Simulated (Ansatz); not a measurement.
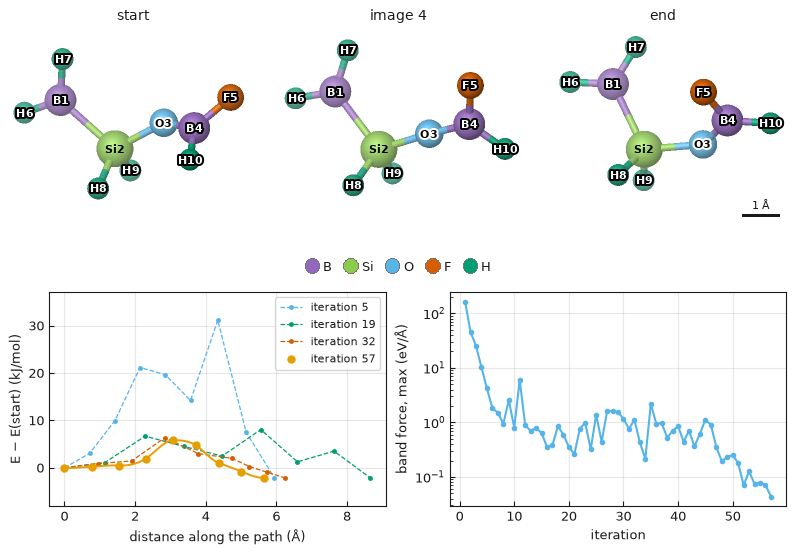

A nudged-elastic-band calculation for B$_{2}$SiH$_{5}$OF. Images are numbered from 0 (start) to 8 (end). The plot follows the band through its iterations. The picture is a ball-and-stick view, seen at a tilt.

All numbers below come from Ansatz, RHF/def2-SVP. Set-up: 7 movable images; climbing image; force threshold 0.05 eV/Å; iteration limit 60; starting path through a guess of the saddle point.

> Did the band converge, and can the barrier be trusted?

The result is final at these settings. The band converged in 57 iterations. The largest component of the band force went from 170 to 0.044 eV/Å. The climbing image converged on the top of the path. Its vibrational analysis gives one imaginary mode (76i cm⁻¹), as a transition state must have. The first iteration put the highest image at 2949.1 kJ/mol. Forward barrier 5.8 kJ/mol, backward barrier 7.9 kJ/mol, with image 4 at the top; the reaction energy is −2.1 kJ/mol.

Cost: 12 min on 1 thread of Intel(R) Xeon(R) Platinum 8488C (Sapphire Rapids), with other jobs on the host, peak memory 0.19 GiB.
